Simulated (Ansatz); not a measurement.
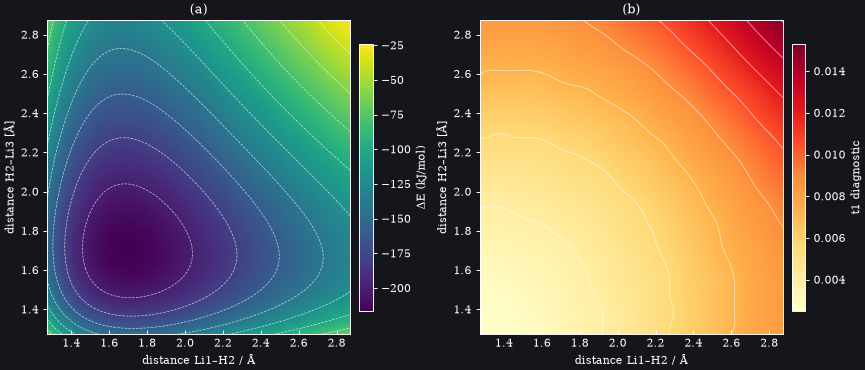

The system Li⁺ + HLi. First axis: distance Li1–H2. Second axis: distance H2–Li3. Nothing is relaxed (the angle Li1–H2–Li3 is fixed at 120 degrees). Grid: 17 × 17 points; 153 points were computed and 136 follow by symmetry. Points are written as (first, second). Energies: kJ/mol, counted from Li with charge +1 far from the relaxed HLi (each part in its own basis). The reference is spin-restricted, so regions where a bond is pulled apart into radicals are unreliable. Computed with Ansatz, RHF-CCSD(T), frozen core/def2-TZVPD.

Panel (a) is the energy and panel (b) the computed t1 diagnostic on the same grid.

Drawn: a smooth colour map with a few white contour lines. Between grid points the surface is interpolated.

> How does the t1 diagnostic vary over the map, and what is it at the lowest grid point?

Leaving out the highest fifth of the energies, it runs from 0.00  at (1.272 Å, 1.379 Å) to 0.01  at (1.922 Å, 2.872 Å). At the lowest grid point, (1.719 Å, 1.719 Å), it is 0.00 .

| distance H2–Li3 ↓, distance Li1–H2 → | 1.272 | 1.379 | 1.536 | 1.719 | 1.922 | 2.140 | 2.373 | 2.617 | 2.872 |
| --- | --- | --- | --- | --- | --- | --- | --- | --- | --- |
| 2.872 | 0.01 | 0.01 | 0.01 | 0.01 | 0.01 | 0.01 | 0.01 | 0.01 | 0.02 |
| 2.617 | 0.01 | 0.01 | 0.01 | 0.01 | 0.01 | 0.01 | 0.01 | 0.01 | 0.01 |
| 2.373 | 0.01 | 0.01 | 0.01 | 0.01 | 0.01 | 0.01 | 0.01 | 0.01 | 0.01 |
| 2.140 | 0.00 | 0.00 | 0.01 | 0.01 | 0.01 | 0.01 | 0.01 | 0.01 | 0.01 |
| 1.922 | 0.00 | 0.00 | 0.00 | 0.00 | 0.01 | 0.01 | 0.01 | 0.01 | 0.01 |
| 1.719 | 0.00 | 0.00 | 0.00 | 0.00 | 0.00 | 0.01 | 0.01 | 0.01 | 0.01 |
| 1.536 | 0.00 | 0.00 | 0.00 | 0.00 | 0.00 | 0.01 | 0.01 | 0.01 | 0.01 |
| 1.379 | 0.00 | 0.00 | 0.00 | 0.00 | 0.00 | 0.00 | 0.01 | 0.01 | 0.01 |
| 1.272 | 0.00 | 0.00 | 0.00 | 0.00 | 0.00 | 0.00 | 0.01 | 0.01 | 0.01 |

The table holds every second grid line.
